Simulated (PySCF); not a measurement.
```yaml
atoms:
  - { symbol: N, position_ang: [4.3306, 3.0507, -0.6595] }
  - { symbol: C, position_ang: [3.7162, 2.1191, -0.3927] }
  - { symbol: C, position_ang: [2.9672, 1.0208, -0.0814] }
  - { symbol: C, position_ang: [2.2862, 0.0533, 0.1960] }
  - { symbol: Si, position_ang: [1.3464, -1.4679, 0.6276] }
  - { symbol: C, position_ang: [-0.5474, -1.0167, 0.0321] }
  - { symbol: C, position_ang: [-1.0622, 0.1047, 0.8043] }
  - { symbol: Si, position_ang: [-2.9653, 0.5088, 0.2165] }
  - { symbol: H, position_ang: [1.2514, -1.6636, 2.0703] }
  - { symbol: H, position_ang: [1.6789, -2.5982, -0.2330] }
  - { symbol: H, position_ang: [-1.0826, -1.9465, 0.1997] }
  - { symbol: H, position_ang: [-0.4515, -0.8143, -1.0303] }
  - { symbol: H, position_ang: [-0.5304, 1.0364, 0.6364] }
  - { symbol: H, position_ang: [-1.1549, -0.0967, 1.8671] }
  - { symbol: H, position_ang: [-3.6634, -0.7623, 0.3852] }
  - { symbol: H, position_ang: [-2.8105, 0.9310, -1.1717] }
  - { symbol: H, position_ang: [-3.3157, 1.5533, 1.1729] }
```

Geometry: GFN2-xTB.

All numbers below come from UKS B3LYP, pcH-1 on C H N Si, non-relativistic, mean-field spin-orbit, GIAO in PySCF 2.14.0, density-fitted response routines.

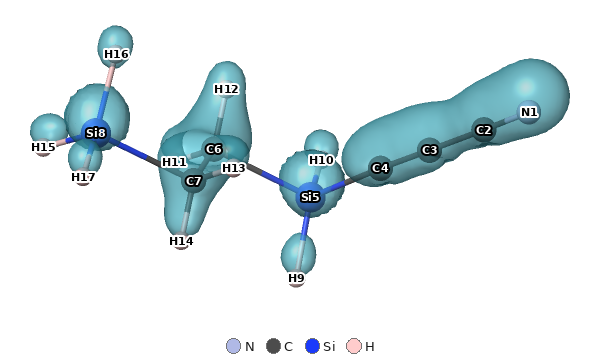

C5H9NSi2 (charge +1, doublet). Isosurface of the electron density at 1 e/Å³ (cyan), seen from one side.

Which contacts does the surface bridge?

At this value the surface falls into nine separate pieces. It bridges the sampled C–N (1.15 Å), C–C (1.22 Å) and C–H (1.09 Å) contacts, where the density stays above the isovalue. It is pinched off along the sampled C–Si (1.84 Å) contacts. On the grid the lowest density along these lines, outside the cores, is 2.7 e/Å³ (C–N, 1.15 Å), 2.2 e/Å³ (C–C, 1.22 Å), 0.66 e/Å³ (C–Si, 1.84 Å) and 1.3 e/Å³ (C–H, 1.09 Å).
